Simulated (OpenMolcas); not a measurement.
Run report: Tc⁴⁺ complex, multiconfigurational calculation (part 2 of 2)

The same run, continued: Tc⁴⁺ with 6 ligands (F; octahedron, 1.86 Å), embedded in Cs2GeF6 by model potentials and point charges, whose field is part of the energies. Method: state-averaged CASSCF, active space 3 electrons in the shell 4d, basis ANO-RCC-VDZP on the metal and ANO-RCC-VDZP on the ligands, DKH2 scalar Hamiltonian, spin-orbit coupling by RASSI with atomic mean-field integrals (OpenMolcas).

## Log (extracts), continued
```
--- RASSI ---
SPIN-FREE ENERGIES:
  (Shifted by EMIN (a.u.) =      -4880.4933861288)

 SF State       Relative EMIN(au)   Rel lowest level(eV)    D:o, cm**(-1)

     1             0.0000000000        0.0000000000              0.0000
    11             0.0671766104        1.8279686923          14743.5618
    12             0.0671766104        1.8279686923          14743.5618
    13             0.0704953135        1.9182752045          15471.9329
    14             0.0704953135        1.9182752045          15471.9329
    15             0.0704953135        1.9182752045          15471.9329
    16             0.1082287956        2.9450555588          23753.4750
    17             0.1082287956        2.9450555588          23753.4750
    18             0.1082287956        2.9450555588          23753.4750
     2             0.1702918672        4.6338777739          37374.7448
     3             0.1702918672        4.6338777739          37374.7448
     4             0.1702918672        4.6338777739          37374.7448
     5             0.2090383053        5.6882220649          45878.6050
     6             0.2090383053        5.6882220649          45878.6050
     7             0.2090383058        5.6882220783          45878.6051
    19             0.2230038954        6.0682451320          48943.6977
    20             0.2325267196        6.3273743787          51033.7161
    21             0.2325267196        6.3273743787          51033.7161
    22             0.2325267196        6.3273743787          51033.7161
    23             0.2353056557        6.4029930820          51643.6220
    24             0.2353056557        6.4029930820          51643.6220
    25             0.2353056557        6.4029930820          51643.6220
    26             0.2432136486        6.6181805327          53379.2259
    27             0.2432136486        6.6181805327          53379.2259
    28             0.2603008275        7.0831463566          57129.4282
    29             0.2603008275        7.0831463566          57129.4282
    30             0.2603008280        7.0831463698          57129.4283
    31             0.2800794650        7.6213505016          61470.3373
    32             0.2800794650        7.6213505016          61470.3373
    33             0.2800794656        7.6213505168          61470.3375
    34             0.2921749209        7.9504846230          64124.9831
    35             0.3393636448        9.2345552168          74481.7108
    36             0.3393636454        9.2345552315          74481.7110
    10             0.3512031405        9.5567243064          77080.1798
     8             0.3512031405        9.5567243064          77080.1798
     9             0.3512031405        9.5567243064          77080.1798
    37             0.3999535467       10.8832904409          87779.6572
    38             0.3999535467       10.8832904409          87779.6572
    39             0.3999535467       10.8832904409          87779.6572
    40             0.4073040989       11.0833091535          89392.9169
Eigenvalues of complex Hamiltonian:
   -----------------------------------
  (Shifted by EMIN (a.u.) =      -4880.4933861288)

 SO State       Relative EMIN(au)   Rel lowest level(eV)    D:o, cm**(-1)

     1            -0.0004809065        0.0000000000              0.0000
     2            -0.0004809065        0.0000000000              0.0000
     3            -0.0004809065        0.0000000000              0.0000
     4            -0.0004809065        0.0000000000              0.0000
     5             0.0665086321        1.8228782086          14702.5043
     6             0.0665086321        1.8228782086          14702.5043
     7             0.0665086321        1.8228782086          14702.5043
     8             0.0665086321        1.8228782086          14702.5043
     9             0.0695278544        1.9050354308          15365.1470
    10             0.0695278544        1.9050354308          15365.1470
    11             0.0695278543        1.9050354295          15365.1470
    12             0.0695278543        1.9050354295          15365.1470
    13             0.0705386498        1.9325405751          15586.9909
    14             0.0705386498        1.9325405751          15586.9909
    15             0.1080718232        2.9538702533          23824.5703
    16             0.1080718232        2.9538702533          23824.5703
    17             0.1080718231        2.9538702521          23824.5703
    18             0.1080718231        2.9538702521          23824.5703
    19             0.1089940925        2.9789664809          24026.9850
    20             0.1089940925        2.9789664809          24026.9850
    21             0.1683486369        4.5940859147          37053.8018
    22             0.1683486369        4.5940859147          37053.8018
    23             0.1694275481        4.6234445830          37290.5954
    24             0.1694275481        4.6234445830          37290.5954
    25             0.1694275481        4.6234445833          37290.5954
    26             0.1694275481        4.6234445833          37290.5954
    27             0.1710211724        4.6668093098          37640.3555
    28             0.1710211724        4.6668093102          37640.3555
    29             0.1710211724        4.6668093102          37640.3555
    30             0.1710211724        4.6668093098          37640.3555
    31             0.1712654826        4.6734573281          37693.9754
    32             0.1712654826        4.6734573281          37693.9754
    33             0.2075774800        5.6615571146          45663.5377
    34             0.2075774800        5.6615571146          45663.5377
    35             0.2087403034        5.6931991535          45918.7479
    36             0.2087403034        5.6931991535          45918.7479
    37             0.2087403037        5.6931991610          45918.7480
    38             0.2087403037        5.6931991610          45918.7480
    39             0.2094589151        5.7127535727          46076.4649
    40             0.2094589151        5.7127535727          46076.4649
    41             0.2095917400        5.7163679229          46105.6166
Weights of the five most important spin-orbit-free states for each spin-orbit state.

 SO State  Total energy (au)           Spin-free states, spin, and weights
 -------------------------------------------------------------------------------------------------------
    1        -0.000481       1 1.5  0.9966   16 0.5  0.0009   17 0.5  0.0006    2 1.5  0.0004   18 0.5  0.0004
    2        -0.000481       1 1.5  0.9966   18 0.5  0.0007   17 0.5  0.0006   16 0.5  0.0006    4 1.5  0.0005
    3        -0.000481       1 1.5  0.9966   18 0.5  0.0008   17 0.5  0.0007    2 1.5  0.0005    3 1.5  0.0004
    4        -0.000481       1 1.5  0.9966   17 0.5  0.0007   16 0.5  0.0006   18 0.5  0.0006    4 1.5  0.0004
    5         0.066509      12 0.5  0.6513   11 0.5  0.3389   16 0.5  0.0019   17 0.5  0.0018   18 0.5  0.0015
    6         0.066509      12 0.5  0.6511   11 0.5  0.3392   16 0.5  0.0019   17 0.5  0.0018   18 0.5  0.0015
    7         0.066509      11 0.5  0.6513   12 0.5  0.3389   18 0.5  0.0019   17 0.5  0.0017   16 0.5  0.0016
    8         0.066509      11 0.5  0.6511   12 0.5  0.3392   18 0.5  0.0019   17 0.5  0.0017   16 0.5  0.0016
    9         0.069528      15 0.5  0.4941   13 0.5  0.2697   14 0.5  0.2217   16 0.5  0.0046   17 0.5  0.0038
   10         0.069528      15 0.5  0.4941   13 0.5  0.2697   14 0.5  0.2217   16 0.5  0.0046   17 0.5  0.0038
   11         0.069528      14 0.5  0.4353   13 0.5  0.3873   15 0.5  0.1629   18 0.5  0.0045   17 0.5  0.0039
   12         0.069528      14 0.5  0.4353   13 0.5  0.3873   15 0.5  0.1629   18 0.5  0.0045   17 0.5  0.0039
```

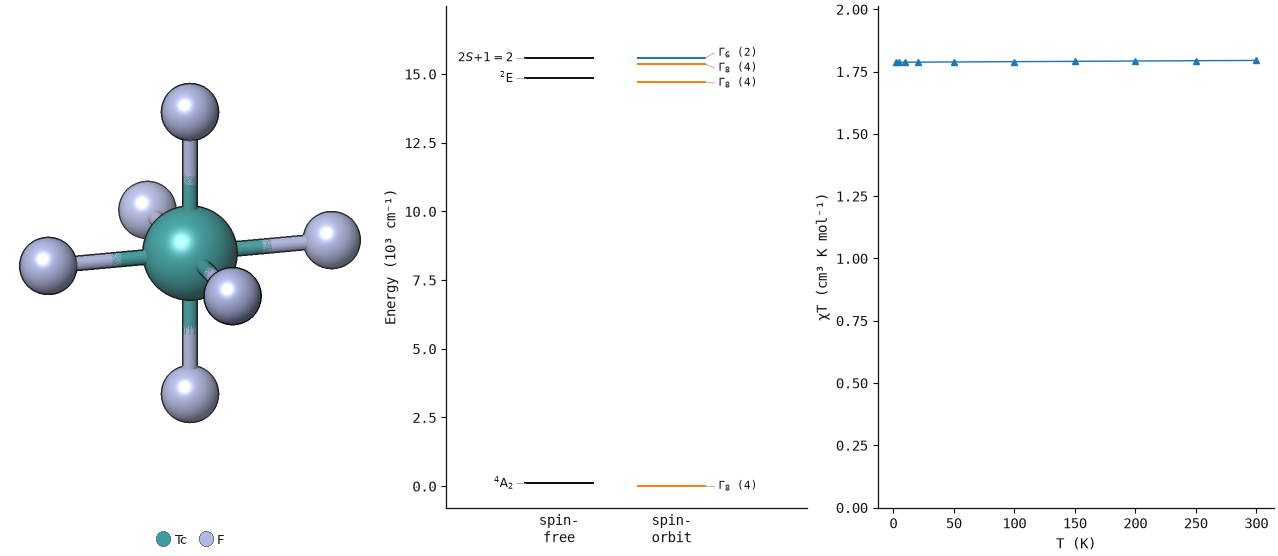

Tc⁴⁺ (4d³) as a dopant in Cs₂GeF₆, a cluster with its 6 nearest F⁻ at 1.860 Å (octahedron) embedded in model potentials and point charges; the geometry was set, not optimised, and its levels and susceptibility. Labels give the representation in O, Td, D4 or D3 as the site allows (double group for half-integer spin) where it could be assigned and, in brackets, the degeneracy; spin-free states, where drawn, share the zero of the spin-orbit levels. Powder susceptibility by Van Vleck's formula. The ground level is Γ₈, 4-fold degenerate, 100 % from states of spin multiplicity 4. The next level lies at 14,700 cm⁻¹ (Γ₈). The lowest spin-free state is ⁴A₂. χT is 1.79 cm³ K mol⁻¹ at 2 K and 1.79 at 300 K, an effective moment of 3.79 μB. The active orbitals hold 75 to 88 % metal character (Löwdin), and the Mulliken charge of the metal is +2.32.

## Input
```
&GATEWAY
Basis set
Tc.ANO-RCC-VDZP.
Tc1 0.0 0.0 0.0 Angstrom
End of basis
Basis set
F.ANO-RCC-VDZP.
L1 1.860000 0.000000 0.000000 Angstrom
L2 0.000000 1.860000 0.000000 Angstrom
L3 0.000000 0.000000 1.860000 Angstrom
End of basis
Basis set
Cs.EMB-AIMP.Seijo.0s.0s.ECP.Cs2GeF6.
PseudoCharge
* 16 symmetry-unique lattice sites within 7.6 angstrom
End of basis
Basis set
F.EMB-AIMP.Seijo.0s.0s.ECP.Cs2GeF6.
PseudoCharge
* 27 symmetry-unique lattice sites within 7.6 angstrom
End of basis
Basis set
Ge.EMB-AIMP.Seijo.0s.0s.ECP.Cs2GeF6.
PseudoCharge
* 6 symmetry-unique lattice sites within 7.6 angstrom
End of basis
Symmetry
XYZ
AngMom=0.0 0.0 0.0
AMFI
RICD
XField
1358 Angstrom 0
* Evjen-weighted lattice charges
&SEWARD
&RASSCF
FileOrb=start.orb
Symmetry=1
Spin=4
nActEl=3 0 0
Inactive=24 24
Ras2=5 0
CIRoot=10 10 1
SDav=10
CIMx=300
Iter=150 100
PrWF=0.3
OrbListing=Nothing
MaxOrb=0
LevShft=1.0
>>> COPY $Project.JobIph JOB001
&RASSCF
FileOrb=start.orb
Symmetry=1
Spin=2
nActEl=3 0 0
Inactive=24 24
Ras2=5 0
CIRoot=40 40 1
SDav=40
CIMx=300
Iter=150 100
PrWF=0.3
OrbListing=Nothing
MaxOrb=0
LevShft=1.0
>>> COPY $Project.JobIph JOB002
&RASSI
NrOfJobIphs=2 10 40
1 2 3 4 5 6 7 8 9 10
1 2 3 4 5 6 7 8 9 10 11 12 13 14 15 16 17 18 19 20 21 22 23 24 25 26 27
28 29 30 31 32 33 34 35 36 37 38 39 40
IphNames
JOB001
JOB002
EJob
SpinOrbit
DIPRint=1.0
SOCoupling=1000.0
Subsets=2
Property=9
'ANGMOM' 1 'ANGMOM' 2 'ANGMOM' 3 'MLTPL  1' 1 'MLTPL  1' 2 'MLTPL  1' 3
'AMFI' 1 'AMFI' 2 'AMFI' 3
SOProperty=3
'ANGMOM' 1 'ANGMOM' 2 'ANGMOM' 3
```

The file start.orb holds starting orbitals from an earlier step. A driver script formed the levels outside the program, from RASSI's spin-orbit matrix and the active-space energies, averaged over the components of each term or state.

Run as:
```bash
OMP_NUM_THREADS=1 MOLCAS_MEM=2457 MOLCAS_PROJECT=a pymolcas a.inp > a.log  # once for each step of the input, in one work folder
```

## Key numbers

- outcome: converged
- energy of the lowest spin-free term: −4880.49339 hartree
- energy of the lowest spin-orbit level: −4880.49387 hartree
- largest spread among components of a term: 0.0 cm⁻¹
- hardware: 1 thread of Arm Neoverse V1, 24 GiB of memory available, shared host
- wall time: 21 s
- peak memory: 0.38 GiB

## Remarks

Without dynamic correlation the splittings between terms come out too large, often by 20 to 50 %. Limits: covalent bonds, ligand orbitals missing from the active space; the geometry is set by hand, with no relaxation.
